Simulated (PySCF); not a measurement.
## What a change does: NMR shielding calculation on C5H13ClSSi

System: C5H13ClSSi.
Method of run A: GIAO PBE0/6-31G NMR shielding, non-relativistic, gas phase (PySCF 2.14.0).

The geometry comes from this level: PBE0-D3(BJ)/def2-SVP. Text and figures count atoms from 1; the logs count them from 0 in places.

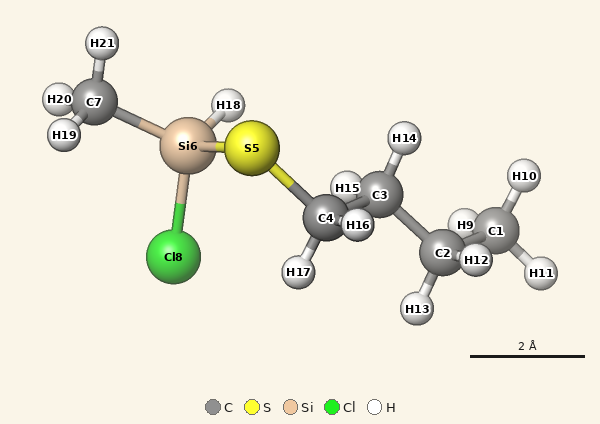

Figure 1. The structure (ball-and-stick view, seen at an oblique angle; atoms are numbered from 1 in the order of the input). Bond lengths as drawn: Cl–Si 2.09 Å, C–C 1.52 Å, C–H 1.10 Å, C–S 1.83 Å, C–Si 1.86 Å, H–Si 1.49 Å and S–Si 2.13 Å.

## Input file, run A
```
{"job": {"kind": "nmr", "xc": "PBE0", "basis": "6-31G", "pop": true}, "charge": 0, "multiplicity": 1}
C     -3.412249     0.492056     0.297689
C     -2.395689    -0.638212     0.295034
C     -1.049277    -0.225274    -0.286694
C     -0.036466    -1.354196    -0.261102
S      1.580741    -0.961285    -1.028450
Si     2.295940     0.593207     0.241753
C      4.124972     0.763806    -0.052226
Cl     1.929641     0.077754     2.229290
H     -3.053864     1.348214     0.891337
H     -3.605402     0.857606    -0.723546
H     -4.374249     0.170597     0.724233
H     -2.792648    -1.495598    -0.276735
H     -2.245645    -1.006314     1.325121
H     -1.174304     0.130400    -1.323565
H     -0.659231     0.632935     0.288275
H     -0.400006    -2.221196    -0.834106
H      0.152971    -1.694588     0.768437
H      1.583285     1.886008     0.042928
H      4.638941    -0.182002     0.172980
H      4.542210     1.556473     0.586968
H      4.318149     1.026297    -1.104303
```

The first line tells a small driver script what to run in PySCF; the rest is the geometry in Å.

Hardware: 1 CPU thread, shared host.

## Output (run A)
```
coarse grid: 18368 points
cycle   1  E = -1345.5055967838  dE =  6.312e-01  |g| = 4.908e-01  |ddm| = 4.015e+00
cycle   2  E = -1345.5011653370  dE =  4.431e-03  |g| = 5.169e-01  |ddm| = 1.438e+00
cycle   3  E = -1345.5831218851  dE = -8.196e-02  |g| = 1.626e-02  |ddm| = 7.261e-01
cycle   4  E = -1345.5831824616  dE = -6.058e-05  |g| = 1.028e-02  |ddm| = 4.709e-02
cycle   5  E = -1345.5832130665  dE = -3.060e-05  |g| = 1.996e-03  |ddm| = 1.658e-02
cycle   6  E = -1345.5832144175  dE = -1.351e-06  |g| = 3.343e-04  |ddm| = 4.532e-03
final grid: 161296 points
cycle   7  E = -1345.4941766683  dE = -1.922e-05  |g| = 9.354e-03  |ddm| = 2.758e-02
cycle   8  E = -1345.4941649099  dE =  1.176e-05  |g| = 1.135e-02  |ddm| = 2.361e-02
cycle   9  E = -1345.4942012667  dE = -3.636e-05  |g| = 4.858e-04  |ddm| = 1.402e-02
cycle  10  E = -1345.4942013373  dE = -7.057e-08  |g| = 1.320e-04  |ddm| = 9.294e-04
cycle  11  E = -1345.4942013418  dE = -4.571e-09  |g| = 2.898e-05  |ddm| = 1.555e-04
cycle  12  E = -1345.4942013421  dE = -2.342e-10  |g| = 1.051e-05  |ddm| = 5.689e-05
converged SCF energy = -1345.4942013421

GIAO shielding tensors (ppm)
atom      isotropic    diamagn.    paramagn.     s11        s22        s33       span
  0 C      183.455     244.152     -60.697    172.538    177.829    199.999     27.461
  1 C      175.366     242.248     -66.882    162.518    172.964    190.617     28.099
  2 C      164.025     246.254     -82.229    139.819    159.674    192.582     52.763
  3 C      167.705     251.288     -83.583    142.549    167.599    192.965     50.416
  4 S      659.211    1057.550    -398.340    607.350    609.210    761.072    153.722
  5 Si     386.419     879.811    -493.392    314.729    410.950    433.578    118.848
  6 C      197.386     254.353     -56.968    187.965    196.364    207.828     19.863
  7 Cl     993.385    1149.467    -156.083    924.924   1022.382   1032.847    107.924
  8 H       31.569      28.483       3.086     26.935     30.773     37.000     10.066
  9 H       31.567      28.811       2.756     27.347     29.763     37.590     10.243
 10 H       31.383      28.685       2.698     26.537     28.458     39.154     12.617
 11 H       31.207      31.083       0.124     25.622     31.283     36.715     11.093
 12 H       31.170      30.359       0.812     25.888     31.978     35.645      9.757
 13 H       31.032      32.177      -1.145     25.922     32.370     34.803      8.881
 14 H       31.066      31.862      -0.796     24.514     32.226     36.458     11.944
 15 H       30.099      32.272      -2.173     23.119     29.874     37.304     14.184
 16 H       29.772      31.939      -2.167     24.215     31.037     34.063      9.848
 17 H       27.096      30.209      -3.113     23.727     24.864     32.695      8.968
 18 H       31.950      29.250       2.700     26.833     30.190     38.826     11.993
 19 H       32.024      28.740       3.284     26.533     29.347     40.190     13.657
 20 H       32.216      29.174       3.043     26.507     29.724     40.419     13.911
```

The input of run B differs as follows (lines with − go, lines with + come):
```diff
-"basis": "6-31G"
+"basis": "STO-3G"
```

What does this change do to the results?

The total energy of run B is 9321.3 kcal/mol higher, which measures the change of basis and not a stability. The HOMO goes from −7.05 to −3.81 eV. The LUMO goes from 0.06 to 4.32 eV. The dipole moment goes from 1.49 to 2.17 D. Of all shieldings, the largest change is that of Cl8, by +197.2 ppm. The SCF takes 11 iterations against 12. The basis functions go from 110 to 65.

## Output (run B)
```
coarse grid: 18368 points
cycle   1  E = -1330.6222656672  dE = -1.556e-01  |g| = 3.926e-01  |ddm| = 5.382e+00
cycle   2  E = -1330.6474413877  dE = -2.518e-02  |g| = 3.367e-01  |ddm| = 1.421e+00
cycle   3  E = -1330.6922752292  dE = -4.483e-02  |g| = 2.470e-02  |ddm| = 6.642e-01
cycle   4  E = -1330.6924922624  dE = -2.170e-04  |g| = 1.065e-02  |ddm| = 6.270e-02
cycle   5  E = -1330.6925318983  dE = -3.964e-05  |g| = 1.720e-03  |ddm| = 1.876e-02
cycle   6  E = -1330.6925330056  dE = -1.107e-06  |g| = 4.357e-04  |ddm| = 3.746e-03
final grid: 161296 points
cycle   7  E = -1330.6397030034  dE = -6.919e-06  |g| = 5.147e-03  |ddm| = 1.664e-02
cycle   8  E = -1330.6397041657  dE = -1.162e-06  |g| = 4.797e-03  |ddm| = 1.422e-02
cycle   9  E = -1330.6397117271  dE = -7.561e-06  |g| = 2.849e-04  |ddm| = 7.030e-03
cycle  10  E = -1330.6397117536  dE = -2.642e-08  |g| = 2.222e-05  |ddm| = 4.285e-04
cycle  11  E = -1330.6397117537  dE = -1.314e-10  |g| = 1.086e-05  |ddm| = 4.599e-05
converged SCF energy = -1330.6397117537

GIAO shielding tensors (ppm)
atom      isotropic    diamagn.    paramagn.     s11        s22        s33       span
  0 C      214.472     241.467     -26.995    206.487    207.779    229.150     22.663
  1 C      208.273     243.724     -35.451    196.816    205.934    222.069     25.252
  2 C      205.243     249.996     -44.752    191.447    200.670    223.613     32.166
  3 C      202.189     248.543     -46.354    182.167    203.121    221.279     39.113
  4 S      810.564    1046.629    -236.065    715.068    754.129    962.495    247.427
  5 Si     491.077     872.280    -381.203    410.494    516.347    546.389    135.896
  6 C      234.666     244.422      -9.757    229.962    235.272    238.762      8.800
  7 Cl    1190.584    1133.126      57.458   1081.076   1238.219   1252.456    171.380
  8 H       31.938      30.587       1.351     26.288     30.681     38.844     12.556
  9 H       31.958      29.416       2.542     26.634     29.758     39.481     12.847
 10 H       31.755      26.877       4.879     26.364     27.930     40.972     14.608
 11 H       31.903      30.769       1.134     25.285     31.071     39.354     14.069
 12 H       31.839      32.188      -0.349     25.517     31.746     38.255     12.738
 13 H       31.840      35.433      -3.593     25.121     32.446     37.952     12.831
 14 H       32.021      38.418      -6.397     24.170     33.544     38.348     14.178
 15 H       31.561      32.259      -0.698     24.179     30.746     39.758     15.579
 16 H       31.516      34.215      -2.699     25.970     31.777     36.802     10.831
 17 H       29.563      35.005      -5.443     25.586     27.468     35.633     10.047
 18 H       31.990      28.214       3.776     26.099     29.833     40.039     13.940
 19 H       32.083      27.509       4.574     25.772     29.100     41.376     15.604
 20 H       32.299      28.668       3.631     25.976     29.392     41.529     15.553
```

## The two runs side by side

| quantity | run A | run B |
| --- | --- | --- |
| outcome | converged | converged |
| total energy (hartree) | −1345.494201 | −1330.639712 |
| HOMO (eV) | −7.05 | −3.81 |
| LUMO (eV) | 0.06 | 4.32 |
| dipole moment (D) | 1.49 | 2.17 |
| shielding of C2 (ppm) | 175.4 | 208.3 |
| shielding of C3 (ppm) | 164.0 | 205.2 |
| shielding of C4 (ppm) | 167.7 | 202.2 |
| shielding of S5 (ppm) | 659.2 | 810.6 |
| shielding of Si6 (ppm) | 386.4 | 491.1 |
| shielding of C7 (ppm) | 197.4 | 234.7 |
| shielding of Cl8 (ppm) | 993.4 | 1190.6 |
| SCF iterations | 12 | 11 |
| basis functions | 110 | 65 |
| wall time (shared host) | 22 s | 8.7 s |
